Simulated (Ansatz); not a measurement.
# H5NSi: what the fields show

The calculation's input:

```
crystal:
  periodic: [false, false, false]
  atoms:
    - {symbol: Si, position_ang: [0.418448, 0.072483, 0.951525]}
    - {symbol: N, position_ang: [-0.803393, 0.078622, -0.259115]}
    - {symbol: H, position_ang: [0.918702, -1.319890, 1.087796]}
    - {symbol: H, position_ang: [1.601928, 0.946328, 0.690485]}
    - {symbol: H, position_ang: [-0.196874, 0.531050, 2.223770]}
    - {symbol: H, position_ang: [-1.382818, 0.894039, -0.377540]}
    - {symbol: H, position_ang: [-0.627419, -0.364061, -1.146643]}
basis:
  gaussian: {orbitals: "def2-TZVPPD.json"}
hamiltonian: {xc: pbe0, dispersion: d4}
output: {orbitals: {seedname: orbitals}}
```

Launched as:

```sh
ansatz run in.yaml --threads 4 --pin off --events-out ev --progress --plain --max-ram 9574MiB
```

Geometry: PBE0-D4/def2-TZVPD.

These are results of Ansatz, RKS PBE0-D4/def2-TZVPPD, not measurements.

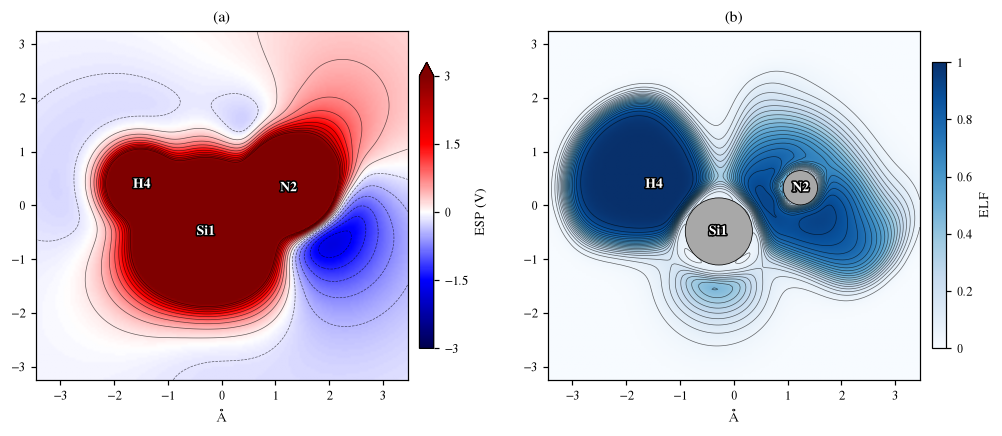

Figure 1. (a) molecular electrostatic potential; (b) ELF on the plane of atoms N2, Si1 and H4. Grey discs cover the atomic cores in the ELF map.

**What do the fields say about this system?**

The section cuts through Si, N and H sites.
Si–N (1.72 Å): the ELF peaks at about 0.90 between the atoms; a shared but strongly polarised pair.
Si–H (1.49 Å): the ELF climbs to about 1 towards the hydrogen, as it does in any bond to H.
The ELF also peaks beside N2, away from the bonds: lone-pair regions.
Outside the dense part of the molecule the potential is most negative (−1.8 V) near N2.

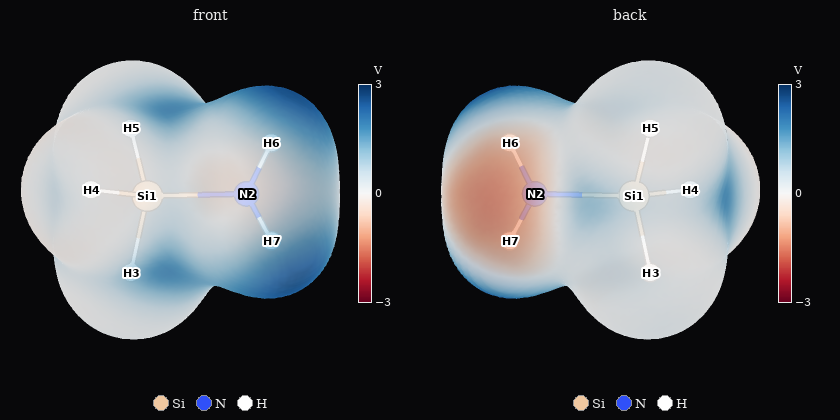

Figure 2. The molecular electrostatic potential painted on the density surface at 0.004 e/bohr³, seen from the front and from behind; the colour scale runs from red (negative) to blue (positive).

**Which sites attract a positive test charge, and which a negative one?**

A positive charge is drawn to the negative regions and a negative charge to the positive ones. The most negative region (about −1.5 V) lies over N2, the most positive (about +2.5 V) over H6 and H7. N2 is the likeliest acceptor of a hydrogen bond.

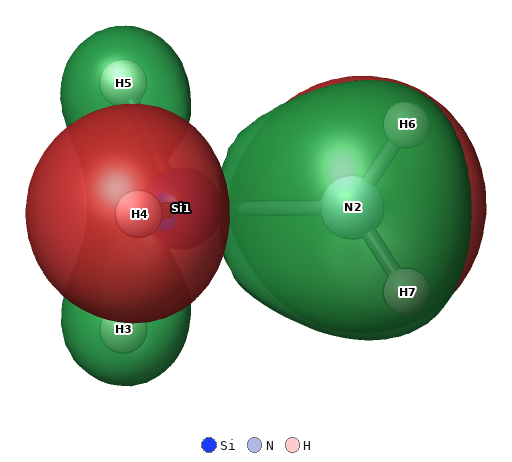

Figure 3. The HOMO at ±0.08 Å⁻³ᐟ² (green and red are the two phases), seen across its widest extent.

**Where does this orbital lie, and at what energy?**

Its weight (Hirshfeld) is mainly on N2 (about 60 %), Si1 (about 15 %) and H4 (about 10 %). Its energy is −7.47 eV.
